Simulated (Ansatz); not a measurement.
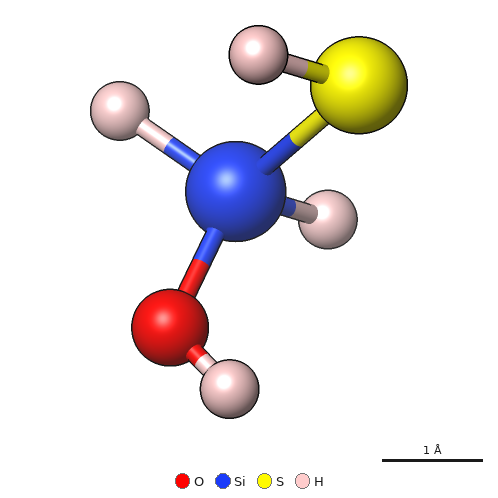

Ball-and-stick drawing of a structure. Every bond is drawn as one stick, whatever its order.

Computed geometry: PBE0-D4/def2-TZVP optimisation.

Describe the molecule.

Formula H₄OSSi. Its SMILES string is `O[SiH2]S`. It has no ring. Among its groups: Si–H bond, Si–O bond. This geometry has C1 symmetry. Coordination: 1 O bent; 1 Si tetrahedral; 1 S bent.

The parts below concern this one geometry. Atoms keep their numbers from picture to picture.

Geometry

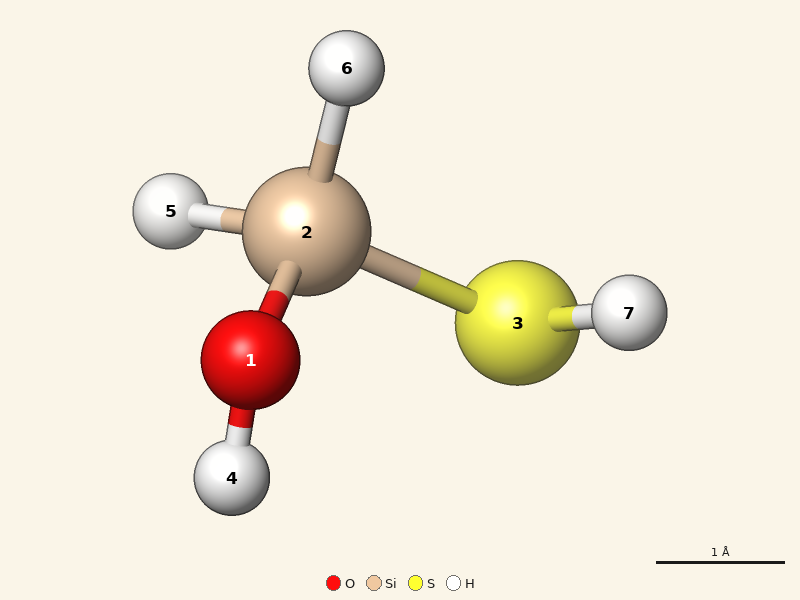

Numbered structure.

What are the angles Si2–O1–H4, O1–Si2–S3, O1–Si2–H5, O1–Si2–H6, S3–Si2–H5, S3–Si2–H6, H5–Si2–H6, Si2–S3–H7?

```csv
angle,degrees
Si2–O1–H4,117.2
O1–Si2–S3,113.5
O1–Si2–H5,112.6
O1–Si2–H6,104.5
S3–Si2–H5,103.0
S3–Si2–H6,111.7
H5–Si2–H6,111.9
Si2–S3–H7,94.6
```

Thermal motion

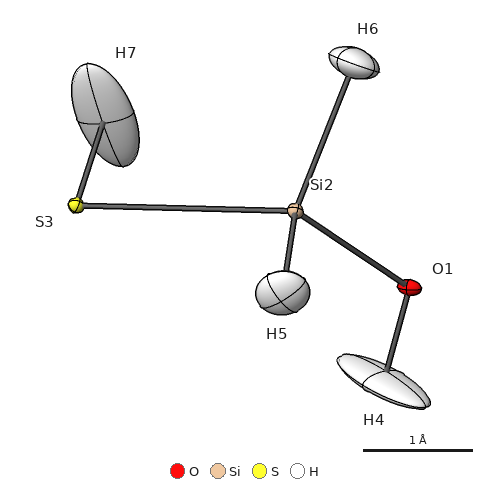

Displacement ellipsoids at the 50 % level, from the internal vibrations of the free molecule (harmonic, no overall translation or rotation; no half-axis is drawn under 0.075 Å). Vibrations computed with RKS PBE0-D4/def2-TZVP (Ansatz 0.2.0). Temperature: 400 K.

List U_eq and the three principal root-mean-square amplitudes for each kind of atom.

```tsv
atom	U_eq (Å²)	rms amplitudes (Å)
O1	0.0025	0.025, 0.031, 0.076
Si2	0.0010	0.020, 0.025, 0.045
S3	0.00075	0.009, 0.021, 0.042
H4	0.0607	0.068, 0.165, 0.388
H5	0.0195	0.089, 0.150, 0.168
H6	0.0195	0.089, 0.144, 0.173
H7	0.0636	0.078, 0.179, 0.391
```

Levels of theory compared

Program: Ansatz 0.2.0.

Tabulate vertical IP (eV), HOMO–LUMO gap (eV) at these levels: B3LYP-D4/def2-TZVPP; PBE-D4/def2-TZVPP; PBE0-D4/def2-TZVPP; r2SCAN-D4/def2-TZVPP; ωB97M-V/def2-TZVPP; ωB97X-V/def2-TZVPP.

```csv
level,vertical IP (eV),HOMO–LUMO gap (eV)
B3LYP-D4/def2-TZVPP,10.06,7.42
PBE-D4/def2-TZVPP,9.82,5.84
PBE0-D4/def2-TZVPP,10.03,7.96
r2SCAN-D4/def2-TZVPP,9.93,6.58
ωB97M-V/def2-TZVPP,10.14,11.80
ωB97X-V/def2-TZVPP,10.15,12.32
```

Vibrations

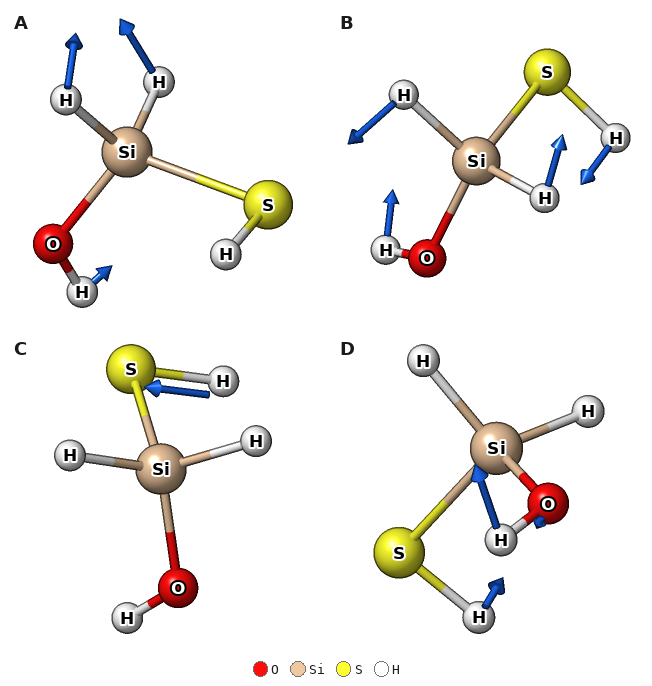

4 normal modes of one molecule or complex, as arrows. Harmonic vibrations computed with RKS PBE0-D4/def2-TZVP (Ansatz 0.2.0) at a stationary point of the same level.

Match the panels to the wavenumbers 315 cm⁻¹, 713 cm⁻¹, 953 cm⁻¹, 2707 cm⁻¹.

A: 953 cm⁻¹, H–Si–H bending
B: 713 cm⁻¹, angle bending
C: 2707 cm⁻¹, S–H stretching
D: 315 cm⁻¹
